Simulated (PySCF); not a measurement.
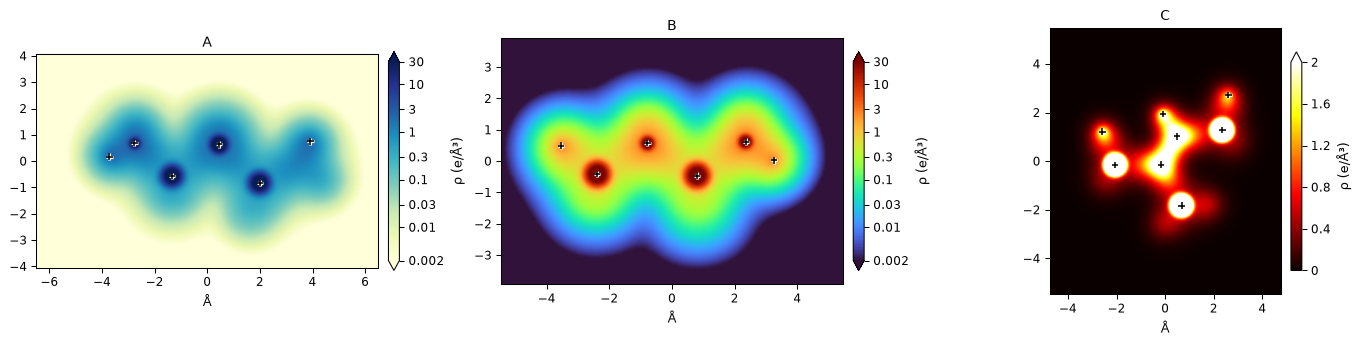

The electron density of 3 systems, each on a plane through atoms (crosses mark nuclei in the plane).

Theory: PySCF 2.14.0, CAM-B3LYP/def2-SVPD, SCF density, gas phase.

System 1: C2H9FSSi2, the plane of atoms Si2, S3 and Si4. Geometry: GFN2-xTB.

```xyz
15

C     3.2081    0.1130    0.9480
Si    1.6409   -0.6262    0.1971
S     0.0194    0.5439    1.0234
Si   -1.6988   -0.3203    0.0950
C    -3.1492    0.8699    0.2510
F    -1.3668   -0.5265   -1.4749
H     4.0805   -0.4672    0.6649
H     3.1517    0.1308    2.0326
H     3.3613    1.1349    0.6125
H     1.5994   -0.5028   -1.2557
H     1.4188   -2.0115    0.6111
H    -1.9224   -1.6770    0.5591
H    -2.9180    1.8301   -0.2026
H    -4.0270    0.4665   -0.2444
H    -3.4022    1.0503    1.2904
```

System 2: C4H12Si3 (SMILES C=C[SiH2]/C([SiH3])=C\[SiH3]), the plane of atoms Si7, C6 and H16. Geometry: GFN2-xTB.

```yaml
atoms:
  - { symbol: C, position_ang: [2.6925, -1.1069, -1.1602] }
  - { symbol: C, position_ang: [1.4179, -1.3292, -0.8819] }
  - { symbol: Si, position_ang: [0.5813, -0.8981, 0.7498] }
  - { symbol: C, position_ang: [-0.3819, 0.7138, 0.4939] }
  - { symbol: Si, position_ang: [0.6020, 2.3196, 0.6917] }
  - { symbol: C, position_ang: [-1.6741, 0.7490, 0.1451] }
  - { symbol: Si, position_ang: [-2.8307, -0.7005, -0.1856] }
  - { symbol: H, position_ang: [3.3604, -0.6694, -0.4351] }
  - { symbol: H, position_ang: [3.1338, -1.3501, -2.1157] }
  - { symbol: H, position_ang: [0.7953, -1.7713, -1.6515] }
  - { symbol: H, position_ang: [1.5981, -0.6748, 1.7868] }
  - { symbol: H, position_ang: [-0.2991, -2.0005, 1.1569] }
  - { symbol: H, position_ang: [-0.3022, 3.4703, 0.6131] }
  - { symbol: H, position_ang: [1.5975, 2.4069, -0.3813] }
  - { symbol: H, position_ang: [1.2851, 2.3254, 1.9880] }
  - { symbol: H, position_ang: [-2.1355, 1.7272, 0.0197] }
  - { symbol: H, position_ang: [-2.2325, -1.6357, -1.1431] }
  - { symbol: H, position_ang: [-3.1484, -1.4051, 1.0599] }
  - { symbol: H, position_ang: [-4.0692, -0.1616, -0.7578] }
```

System 3: C2H11NSi2, the plane of atoms C4, Si5 and H14. Geometry: GFN2-xTB.

```csv
atom,x (Å),y (Å),z (Å)
C,-2.1551,0.9560,-0.6003
Si,-0.7141,0.1757,0.3566
N,-0.9729,-1.5299,0.2965
C,0.9554,0.4976,-0.4920
Si,2.4549,-0.3142,0.3281
H,-2.0281,2.0295,-0.6947
H,-3.1009,0.7833,-0.0964
H,-2.2357,0.5425,-1.6006
H,-0.6828,0.7595,1.7153
H,-1.8773,-1.8929,0.5500
H,-0.2498,-2.1379,0.6443
H,1.1202,1.5742,-0.5310
H,0.8978,0.1642,-1.5280
H,3.6860,0.0781,-0.3677
H,2.3437,-1.7762,0.2777
H,2.5510,0.0994,1.7309
```

Question: Which map belongs to which system?

Answer: Panel A is system 1, C2H9FSSi2: the plane holds C, Si, S and H. C–Si (1.89 Å): ρ at the midpoint is about 0.95 e/Å³. Panel B is system 3, C2H11NSi2: the plane holds C, Si and H. C–Si (1.89 Å): ρ is about 0.92 e/Å³ halfway. Panel C is system 2, C4H12Si3: the plane holds Si, C and H. C–C (1.34 Å): ρ is about 2.2 e/Å³ halfway.
